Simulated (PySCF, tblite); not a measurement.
**C8H13BO: geometry, infrared bands and NMR shifts**

Wanted: the infrared bands and NMR shifts of C8H13BO (`B[C@@H]1CC[C@@H](C(=C)C=C)O1`), by calculation.

Programs: tblite 0.8.0 and PySCF 2.14.0, with density-fitted response routines of our own. Each step states its level of theory. These are calculated values for one molecule in the gas phase, unless marked as measured. Atoms count from 0, in the outputs and in this text.

**1. The molecule as given**

23 atoms, charge 0, multiplicity 1; geometry from: force field or distance geometry start.

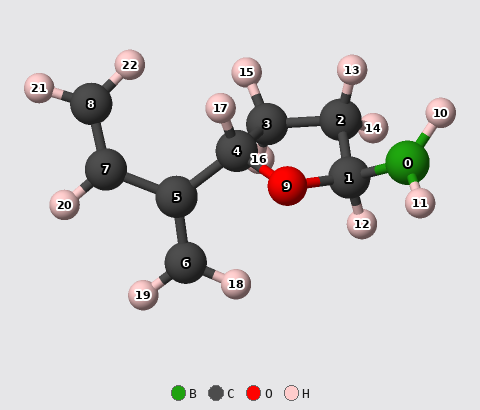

The starting geometry (boron green, carbon dark grey, oxygen red, hydrogen pink), atoms numbered; sticks join atoms by distance.

**2. Geometry optimisation with GFN2-xTB**

Job settings and geometry (Å):

```
{"job": {"kind": "relax", "xc": "GFN2-xTB", "basis": "xTB"}, "charge": 0, "multiplicity": 1}
B     -3.078500     1.408900     0.589000
C     -1.991200     0.445900    -0.047400
C     -1.724300    -0.793500     0.821100
C     -0.300500    -1.088300     0.509600
C      0.274000     0.277700     0.207900
C      1.353400     0.199500    -0.865000
C      1.027400     0.231000    -2.163300
C      2.797000     0.035500    -0.502200
C      3.222300    -0.339800     0.703300
O     -0.777000     1.138000    -0.198900
H     -3.627700     1.144500     1.606800
H     -3.389600     2.399800     0.022700
H     -2.351900     0.122800    -1.029900
H     -1.834300    -0.568900     1.901900
H     -2.405300    -1.624600     0.539800
H      0.206000    -1.566900     1.399000
H     -0.241400    -1.771000    -0.359900
H      0.697800     0.710600     1.130500
H     -0.005800     0.315300    -2.469300
H      1.786900     0.153600    -2.926500
H      3.535800     0.188700    -1.272000
H      4.277100    -0.448300     0.884800
H      2.545100    -0.543400     1.528000
```

The run is started by

```console
> OMP_NUM_THREADS=1 python probes_run.py task.json out
```

The driver reads the jobs from task.json and runs them one after another.

**Question.** This job is followed by: GFN2-xTB harmonic vibrations, gas phase; GIAO PBE0/pcSseg-1 NMR shielding, non-relativistic, gas phase. What will the session give for the following? strongest single infrared mode (GFN2-xTB); zero-point energy (GFN2-xTB); ¹³C shifts against TMS (PBE0/pcSseg-1); ¹H shifts against TMS (PBE0/pcSseg-1, means over atoms taken as alike); ¹¹B shifts against BF3·OEt2 (PBE0/pcSseg-1); ¹⁷O shifts against H2O (PBE0/pcSseg-1); surface potential, least and greatest.

The runs gave:

```
                                                              quantity                                                                       value
                             strongest single infrared mode (GFN2-xTB)                                                       2721 cm⁻¹, 100 km/mol
                                          zero-point energy (GFN2-xTB)                                                              117.9 kcal/mol
                                ¹³C shifts against TMS (PBE0/pcSseg-1)                      157.1, 145.9, 120.1, 120.1, 89.6, 81.2, 38.2, 31.2 ppm
¹H shifts against TMS (PBE0/pcSseg-1, means over atoms taken as alike)  7.98, 6.71, 5.79, 5.42, 5.32, 5.26, 5.08, 4.30, 2.42, 2.13, 1.85, 1.67 ppm
                           ¹¹B shifts against BF3·OEt2 (PBE0/pcSseg-1)                                                                    86.4 ppm
                                ¹⁷O shifts against H2O (PBE0/pcSseg-1)                                                                    83.5 ppm
                                 surface potential, least and greatest                                                          -1.54 V and 1.38 V
```

The optimisation took 176 steps and gained 0.395 eV; among the close pairs (by a distance rule), C3–H15 changed most, from 1.130 to 1.088 Å. All 63 modes are real, so the xTB geometry is a minimum. The strongest single mode, at 2721 cm⁻¹, moves mainly H12. GFN2-xTB is a fitted tight-binding method: band positions and strengths are rough. Its intensities can rank the bands wrongly. At PBE0/pcSseg-1: Shielding is most anisotropic at C5 (span 236 ppm, paramagnetic term -231 ppm). At PBE0/pcSseg-1, counted by nearest atom on the grid, the HOMO lies on C6 28 %; C8 21 %, the LUMO on B0 51 %; H10, H11 about 15 % each.
